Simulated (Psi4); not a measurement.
# CAM-B3LYP/6-31G(d) (spherical functions, sweep point 4) run of H3O+ (oxonium)

Aim: the vertical ionisation energy of H3O+ (oxonium) at CAM-B3LYP/6-31G* (spherical functions, sweep point 4), from 2 runs. 

The calculation is run with Psi4 1.11.

### 1 The system as given

H3O+: 4 atoms, total charge +1, spin state singlet. SMILES: `[OH3+]`. The shape is that of a GFN2-xTB optimisation.

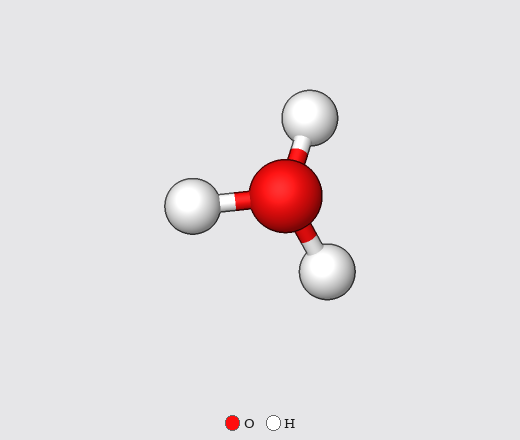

The structure, seen from a chosen angle (oxygen red, hydrogen white).

### 2 A single-point energy at CAM-B3LYP/6-31G(d) (spherical functions, sweep point 4)

h3o.inp reads:

```
memory 1.6 GB

molecule mol {
  1 1
  O      0.196050    -0.061020    -0.056900
  H      0.214230     0.919440     0.016470
  H     -0.413410    -0.366620    -0.765680
  H      0.003130    -0.491800     0.806120
  units angstrom
  symmetry c1
}

set basis 6-31G*
set puream true
set scf_type pk
set dft_radial_points 99
set dft_spherical_points 590

e_tot, wfn = energy('cam-b3lyp', return_wfn=True)
```

On the command line:

```sh
psi4 h3o.inp h3o.out -n 1
```

h3o.out:

```text
[...]
  Running in c1 symmetry.
[...]
  Nuclear repulsion =   13.886771327638634
[...]
  Multiplicity = 1
[...]
  Nalpha       = 5
  Nbeta        = 5
[...]
    Number of basis functions: 20
[...]
   @RKS iter   1:   -76.61379960757726    1.87482e-01   1.67457e-02 ADIIS/DIIS
[...]
   @RKS iter   7:   -76.65761037614702   -9.12124e-10   1.58137e-07 DIIS
[...]
    Orbital Energies [Eh]
    ---------------------
    Doubly Occupied:
       1A    -19.652054     2A     -1.533391     3A     -1.010071
       4A     -1.009960     5A     -0.813330
[...]
  @RKS Final Energy:   -76.65761037614702
   => Energetics <=
    Nuclear Repulsion Energy =             13.8867713276386340
    One-Electron Energy =                -128.3579893598088404
    Two-Electron Energy =                  44.6780115163758893
    DFT Exchange-Correlation Energy =      -6.8644038603526960
    Empirical Dispersion Energy =           0.0000000000000000
    VV10 Nonlocal Energy =                  0.0000000000000000
    Total Energy =                        -76.6576103761470193
[...]
 Multipole Moments:
 ------------------------------------------------------------------------------------
     Multipole            Electronic (a.u.)      Nuclear  (a.u.)        Total (a.u.)
 ------------------------------------------------------------------------------------
 L = 1.  Multiply by 2.5417464519 to convert [e a0] to [Debye]
 Dipole X            :         -0.0429682           -0.6180902           -0.6610584
 Dipole Y            :          0.0133682            0.1923788            0.2057470
 Dipole Z            :          0.0124764            0.1793975            0.1918739
 Magnitude           :                                                    0.7184328
[...]
```

Run time: 3.9 s. Hardware: 1 thread of Intel Xeon Platinum 8488C (Sapphire Rapids), shared host; peak memory 0.35 GiB.

### 3 Doublet [H3O]2+, same level

job.dat reads:

```
memory 1600 mb

molecule molecule1 {
  2 2
  O      0.196050    -0.061020    -0.056900
  H      0.214230     0.919440     0.016470
  H     -0.413410    -0.366620    -0.765680
  H      0.003130    -0.491800     0.806120
  symmetry c1
}

set globals {
  basis 6-31G*
  reference uks
  puream true
  scf_type pk
  dft_radial_points 99
  dft_spherical_points 590
  maxiter 150
}

result, w = energy('cam-b3lyp', return_wfn=True)
print_variables()
```

On the command line:

```sh
psi4 -n 1 job.dat job.out
```

job.out:

```text
[...]
  Running in c1 symmetry.
[...]
  Nuclear repulsion =   13.886771327638634
[...]
  Multiplicity = 2
[...]
  Nalpha       = 5
  Nbeta        = 4
[...]
    Number of basis functions: 20
[...]
   @UKS iter   1:   -75.70418493945847    1.09710e+00   1.42953e-02 ADIIS/DIIS
[...]
   @UKS iter   7:   -75.74523775139632   -3.34644e-08   5.95720e-07 DIIS
[...]
   @S^2 Observed:                7.523580924E-01
[...]
    Orbital Energies [Eh]
    ---------------------
    Alpha Occupied:
       1A    -20.253433     2A     -2.079233     3A     -1.518443
       4A     -1.518329     5A     -1.427845
    Alpha Virtual:
       6A     -0.561350     7A     -0.472953     8A     -0.472816
       9A      0.075038    10A      0.093286    11A      0.093383
      12A      0.161305    13A      0.311807    14A      0.311878
      15A      0.660433    16A      0.830049    17A      0.830088
      18A      1.282686    19A      1.711749    20A      1.712021
    Beta Occupied:
[...]
  @UKS Final Energy:   -75.74523775139632
   => Energetics <=
    Nuclear Repulsion Energy =             13.8867713276386340
    One-Electron Energy =                -122.7256079224550689
    Two-Electron Energy =                  39.6972873934401917
    DFT Exchange-Correlation Energy =      -6.6036885500200828
    Empirical Dispersion Energy =           0.0000000000000000
    VV10 Nonlocal Energy =                  0.0000000000000000
    Total Energy =                        -75.7452377513963171
[...]
 Multipole Moments:
 ------------------------------------------------------------------------------------
     Multipole            Electronic (a.u.)      Nuclear  (a.u.)        Total (a.u.)
 ------------------------------------------------------------------------------------
 L = 1.  Multiply by 2.5417464519 to convert [e a0] to [Debye]
 Dipole X            :          0.0149604           -0.6180902           -0.6031298
 Dipole Y            :         -0.0048034            0.1923788            0.1875754
 Dipole Z            :         -0.0042244            0.1793975            0.1751731
 Magnitude           :                                                    0.6554660
[...]
```

Wall time 5.1 s (1 thread of Intel Xeon Platinum 8488C (Sapphire Rapids), shared host); peak memory 0.35 GiB.

### 4 What came out

At CAM-B3LYP/6-31G* (spherical functions, sweep point 4):

```
                                            quantity         value
                          singlet H3O+: total energy  -76.65761 Eh
                           singlet H3O+: HOMO energy     -22.13 eV
                           singlet H3O+: LUMO energy      -5.82 eV
                         singlet H3O+: HOMO–LUMO gap      16.32 eV
                       doublet [H3O]2+: total energy  -75.74524 Eh
 doublet [H3O]2+: HOMO energy (highest over α and β)     -38.85 eV
  doublet [H3O]2+: LUMO energy (lowest over α and β)     -27.47 eV
                               doublet [H3O]2+: ⟨S²⟩         0.752
vertical ionisation energy (to the doublet dication)     24.827 eV
```

**Reading.** The vertical ionisation energy comes to 24.83 eV (573 kcal/mol). −ε(HOMO) before ionisation, 22.13 eV, is 2.70 eV below this ionisation energy.
